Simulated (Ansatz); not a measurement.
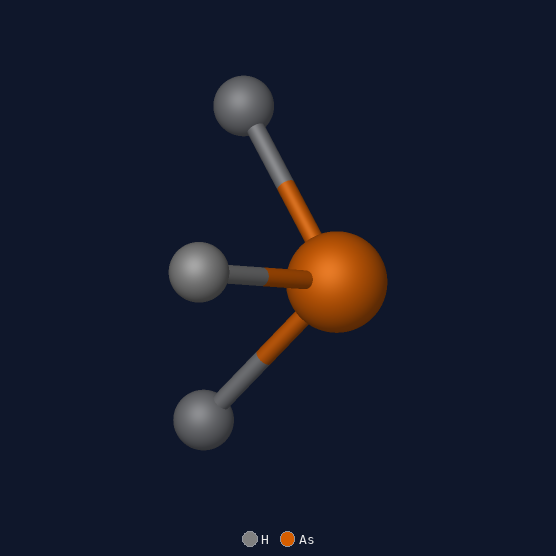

A ball-and-stick model of a molecule. Every bond is drawn as one stick, whatever its order.

Computed geometry: PBE0-D4/def2-TZVP optimisation.

What is the molecular formula?

AsH₃, 4 atoms: 1 arsenic and 3 hydrogen.

Count the bonded pairs by element.

3 As–H. Sticks follow a distance rule.

How many atoms are distinct by symmetry?

2: 3 H, 1 As.

Which point group does it belong to?

C3v.

More results for the same structure follow; atom numbers are the same in all pictures, views and colours differ.

### Dipole moment

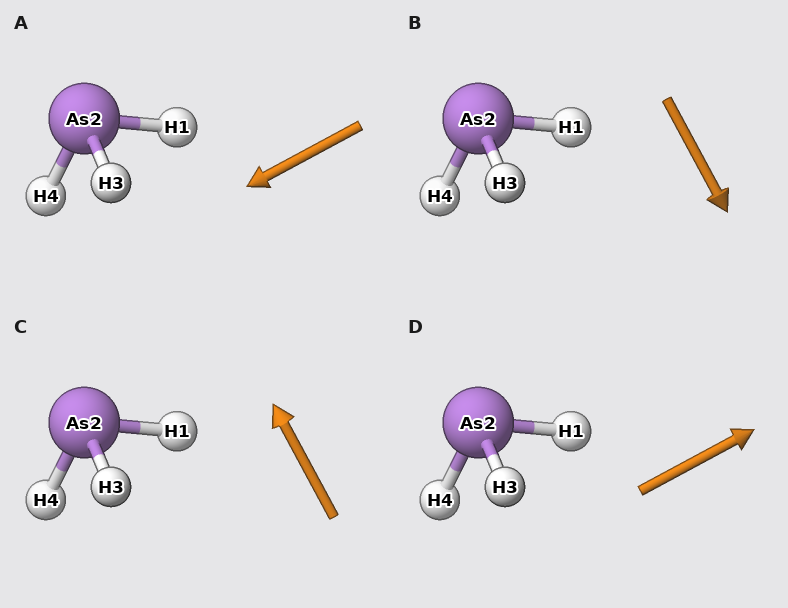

The same molecule four times, each with an arrow. Method: RKS PBE0-D4/def2-TZVP (Ansatz 0.2.0).

Which arrow points along the dipole moment, from the negative to the positive end?

B. The dipole moment is 0.34 D; it points from the side of As2 to the side of H1, H3, H4 (the outermost atoms at the two ends).

### Electronic properties

Level of theory: RKS PBE0-D4/def2-TZVPP (Ansatz 0.2.0).

What is the HOMO energy (Kohn–Sham orbital)?

−7.81 eV.

What is the HOMO–LUMO gap?

8.49 eV.

### Thermal motion

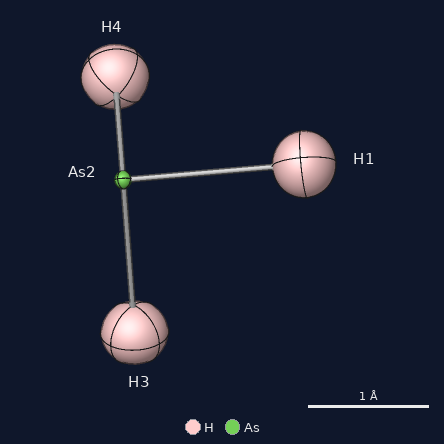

Displacement ellipsoids at the 50 % level, enlarged 2 times, from the internal vibrations of the free molecule (harmonic, no overall translation or rotation; no half-axis is drawn under 0.075 Å). Vibrations computed with RKS PBE0-D4/def2-TZVP (Ansatz 0.2.0). Temperature: 298 K.

Which atom moves most?

H1, H3, H4, with U_eq = 0.0082 Å².

Give the displacement parameters, one line for each set of equivalent atoms.

```tsv
atom	U_eq (Å²)	rms amplitudes (Å)
H1, H3, H4	0.0082	0.086, 0.092, 0.093
As2	< 0.00001	0.002, 0.002, 0.003
```
